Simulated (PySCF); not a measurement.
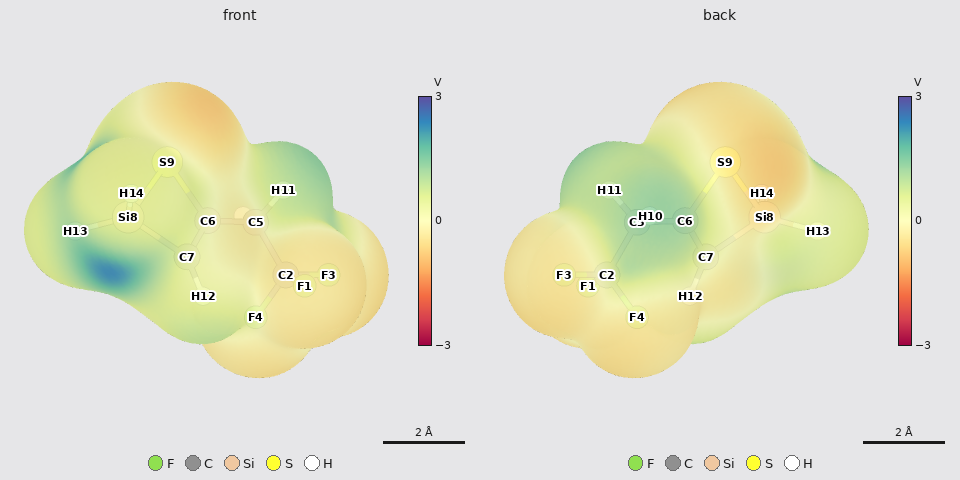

Figure. C4H5F3SSi (SMILES FC(F)(F)CC1=C[SiH2]S1). The molecular electrostatic potential painted on the density surface at 0.002 e/bohr³, seen from the front and from behind; the colour scale runs from red (negative) to blue (positive).

Geometry: GFN2-xTB.

Computed with PBE0/def2-SVPD, SCF density, gas phase in PySCF 2.14.0.

```xyz
14

F    -1.7096    0.8184   -1.2689
C    -2.0236    0.2721   -0.0850
F    -3.2522    0.7200    0.2225
F    -2.1450   -1.0470   -0.2933
C    -1.0253    0.6080    1.0034
C     0.3541    0.1260    0.7042
C     0.8658   -0.5330   -0.3483
Si    2.6417   -0.6645    0.2301
S     1.6378    0.4216    1.8866
H    -1.3783    0.1629    1.9388
H    -1.0179    1.6946    1.1331
H     0.3206   -0.8470   -1.2207
H     3.1045   -1.9474    0.7303
H     3.6268    0.2148   -0.3751
```

Q: Where is the surface potential most negative and most positive?

A: The most negative region (about −0.8 V) lies over S9, the most positive (about +2.2 V) over Si8.

Q: How polar is the molecule by this calculation?

A: Its dipole moment is 1.73 D.
